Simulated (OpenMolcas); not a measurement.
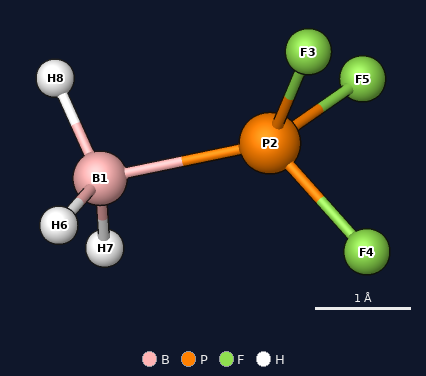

*The input geometry (ball-and-stick view, seen at a tilt; atoms are numbered from 1 in the order of the input).*

Bond lengths as drawn: B–H 1.18 Å, B–P 1.87 Å and F–P 1.59 Å.

Single-point calculation, with input and output: BPH3F3 (part 1 of 2)

System: BPH3F3.
Method: CASPT2/ANO-R1, sfX2C (OpenMolcas 26.06).

The geometry comes from this level: GFN2-xTB.

**Input**
```
>>> EXPORT MOLCAS_PRINT=2

&gateway
  coord
  8
  angstrom
  B       -0.083970       1.003810       0.527130
  P        0.054140      -0.646920      -0.340200
  F        0.307070      -1.992980       0.458020
  F       -1.130450      -1.236380      -1.213750
  F        1.170780      -0.931760      -1.428850
  H       -1.002970       0.881620       1.259750
  H       -0.266410       1.783920      -0.341500
  H        0.951810       1.138690       1.079400
  basis=ANO-R1
  group=NoSym
  ricd

&seward

&rasscf
  fileorb=$CurrDir/step2.RasOrb
  spin=1
  nactel=2 0 0
  inactive=24
  ras2=2
  orblisting=Nothing

&caspt2
  imaginary=0.2
```

Launch command:
```bash
export MOLCAS_MEM=1860
pymolcas step3.inp > step3.log
```

**Log**
```
--- Start Module: gateway ---

                                              &GATEWAY

                       available to each process: 1.9 GB of memory, 1 thread

++    Symmetry information:
      ---------------------

                    Character Table for C1

                             E
                    a        1  x, y, xy, Rz, z, xz, Ry, yz, Rx, I
--

++    Basis set information:
      ----------------------

      Basis set label: B.ANO-R...3S2P1D.

      Electronic valence basis set:
      ------------------
      Associated Effective Charge   5.000000 au
      Associated Actual Charge      5.000000 au
      Nuclear Model: Finite nucleus - Gaussian distribution
        Gaussian exponent, Xi/bohr**(-2):  7.11787E+08

      Shell  nPrim  nBasis  Cartesian Spherical Contaminant
         s      12       3        X
         p       7       2        X
         d       3       1                 X

      Basis set label: P.ANO-R...4S3P1D.

      Electronic valence basis set:
      ------------------
      Associated Effective Charge  15.000000 au
      Associated Actual Charge     15.000000 au
      Nuclear Model: Finite nucleus - Gaussian distribution
        Gaussian exponent, Xi/bohr**(-2):  4.11175E+08

      Shell  nPrim  nBasis  Cartesian Spherical Contaminant
         s      16       4        X
         p      11       3        X
         d       7       1                 X

      Basis set label: F.ANO-R...3S2P1D.

      Electronic valence basis set:
      ------------------
      Associated Effective Charge   9.000000 au
      Associated Actual Charge      9.000000 au
      Nuclear Model: Finite nucleus - Gaussian distribution
        Gaussian exponent, Xi/bohr**(-2):  5.35469E+08

      Shell  nPrim  nBasis  Cartesian Spherical Contaminant
         s      13       3        X
         p       8       2        X
         d       4       1                 X

      Basis set label: H.ANO-R...2S1P.

      Electronic valence basis set:
      ------------------
      Associated Effective Charge   1.000000 au
      Associated Actual Charge      1.000000 au
      Nuclear Model: Finite nucleus - Gaussian distribution
        Gaussian exponent, Xi/bohr**(-2):  2.12482E+09

      Shell  nPrim  nBasis  Cartesian Spherical Contaminant
         s       7       2        X
         p       4       1        X
--

++    Molecular structure info:
      -------------------------

                    ************************************************
                    **** Cartesian Coordinates / bohr, angstrom ****
                    ************************************************

     Center  Label                x              y              z                     x              y              z
        1      B1              -0.158680       1.896926       0.996131             -0.083970       1.003810       0.527130
        2      P2               0.102310      -1.222502      -0.642885              0.054140      -0.646920      -0.340200
        3      F3               0.580278      -3.766186       0.865532              0.307070      -1.992980       0.458020
        4      F4              -2.136241      -2.336420      -2.293655             -1.130450      -1.236380      -1.213750
        5      F5               2.212454      -1.760771      -2.700135              1.170780      -0.931760      -1.428850
        6      H6              -1.895339       1.666020       2.380582             -1.002970       0.881620       1.259750
        7      H7              -0.503442       3.371120      -0.645341             -0.266410       1.783920      -0.341500
        8      H8               1.798660       2.151812       2.039770              0.951810       1.138690       1.079400

                    ***************************************
                    *    InterNuclear Distances / bohr    *
                    ***************************************

               1 B1            2 P2            3 F3            4 F4            5 F5            6 H6
    1 B1       0.000000
    2 P2       3.533457        0.000000
    3 F3       5.712614        2.995682        0.000000
    4 F4       5.714425        2.996158        4.405017        0.000000
    5 F5       5.715191        2.995784        4.404506        4.405422        0.000000
    6 H6       2.232936        4.634168        6.158971        6.158413        7.377706        0.000000
    7 H7       2.233057        4.633390        7.375523        6.161086        6.159105        3.741785
    8 H8       2.232786        4.632520        6.155160        7.376059        6.160052        3.741360

               7 H7            8 H8
    7 H7       0.000000
    8 H8       3.741151        0.000000

                    *******************************************
                    *    InterNuclear Distances / angstrom    *
                    *******************************************

               1 B1            2 P2            3 F3            4 F4            5 F5            6 H6
    1 B1       0.000000
    2 P2       1.869825        0.000000
    3 F3       3.022985        1.585246        0.000000
    4 F4       3.023944        1.585499        2.331035        0.000000
    5 F5       3.024349        1.585300        2.330764        2.331249        0.000000
    6 H6       1.181619        2.452296        3.259187        3.258892        3.904114        0.000000
    7 H7       1.181683        2.451884        3.902959        3.260306        3.259258        1.980068
    8 H8       1.181539        2.451424        3.257171        3.903242        3.259759        1.979842

               7 H7            8 H8
    7 H7       0.000000
    8 H8       1.979732        0.000000

                    **************************************
                    *    Valence Bond Angles / degree    *
                    **************************************
                          Atom centers                 Phi
                      6 H6       1 B1       7 H7       113.83
                      6 H6       1 B1       8 H8       113.82
                      7 H7       1 B1       8 H8       113.80
                      3 F3       2 P2       4 F4        94.64
                      3 F3       2 P2       5 F5        94.64
                      4 F4       2 P2       5 F5        94.65
--

            Nuclear Potential Energy            264.86216035 au

--- Stop Module: gateway /rc=_RC_ALL_IS_WELL_ ---

--- Start Module: seward ---

                                              &SEWARD

                       available to each process: 1.9 GB of memory, 1 thread

               SEWARD will generate:
                  Multipole Moment integrals up to order  2
                  Kinetic Energy integrals
                  Nuclear Attraction integrals (finite nuclei - Gaussian type)
                  One-Electron Hamiltonian integrals
                  Velocity integrals
                  Relativistic X2C integrals
                  Orbital angular momentum around (  0.1303  -1.5601  -0.8193 )
                  Velocity quadrupole around (  0.1303  -1.5601  -0.8193 )
                  Atomic mean-field integrals
                  RI decomposed two-electron repulsion integrals stored Cholesky style
                   - acCD auxiliary basis
                   - CD Threshold:   1.00E-04

                   Integrals are discarded if absolute value <: 1.00E-14
                   Integral cutoff threshold is set to       <: 1.00E-16

            Nuclear Potential Energy            264.86216035 au

      Basis set specifications :
      Symmetry species         a
      Basis functions           89

--- Stop Module: seward /rc=_RC_ALL_IS_WELL_ ---
--- Module seward spent 2 seconds ---

--- Start Module: rasscf ---

                                              &RASSCF

                       available to each process: 1.9 GB of memory, 1 thread

      Header of the ONEINT file:
      --------------------------

      OrdInt status: non-squared

      Cartesian coordinates in angstrom:
      -----------------------------------------------------
      No.  Label        X            Y            Z
      -----------------------------------------------------
       1   B1        -0.08397000   1.00381000   0.52713000
       2   P2         0.05414000  -0.64692000  -0.34020000
       3   F3         0.30707000  -1.99298000   0.45802000
       4   F4        -1.13045000  -1.23638000  -1.21375000
       5   F5         1.17078000  -0.93176000  -1.42885000
       6   H6        -1.00297000   0.88162000   1.25975000
       7   H7        -0.26641000   1.78392000  -0.34150000
       8   H8         0.95181000   1.13869000   1.07940000
      -----------------------------------------------------
      Nuclear repulsion energy =  264.86216035

++    Wave function specifications:
      -----------------------------

      Number of closed shell electrons          48
      Number of electrons in active shells       2
      Max number of holes in RAS1 space          0
      Max nr of electrons in RAS3 space          0
      Number of inactive orbitals               24
      Number of active orbitals                  2
      Number of secondary orbitals              63
      Spin quantum number                      0.0
      State symmetry                             1
--

++    Orbital specifications:
      -----------------------

      Symmetry species                           1
                                                 a
      Frozen orbitals                            0
      Inactive orbitals                         24
      Active orbitals                            2
      RAS1 orbitals                              0
      RAS2 orbitals                              2
      RAS3 orbitals                              0
      Secondary orbitals                        63
      Deleted orbitals                           0
      Number of basis functions                 89
--

++    CI expansion specifications:
      ----------------------------

      Number of CSFs                             3
      Number of spin combinations                3
      Number of determinants                     4
      Number of root(s) required                 1
      Root chosen for geometry opt.              1
      CI root used                               1

      highest root included in the CI            1
      max. size of the explicit Hamiltonian      3
--

++    Optimization specifications:
      ----------------------------

      RASSCF algorithm: LK RI/DF
      Maximum number of macro iterations       200
      Maximum number of SX iterations          100
      Threshold for RASSCF energy            1.000E-08
      Threshold for max MO rotation          1.000E-01
      Threshold for max BLB element          1.000E-04
      Level shift parameter                  5.000E-01
      Make Quasi-Newton update
--

      The MO-coefficients are taken from the file:
      step2.RasOrb
      Title: RASSCF average (pseudo-natural) orbitals

      Total molecular charge    0.00

      ************************************************************************************************************************
      *                                            Wave function control section                                             *
      ************************************************************************************************************************

                                         RASSCF iterations: Energy and convergence statistics
                                         ----------------------------------------------------
```
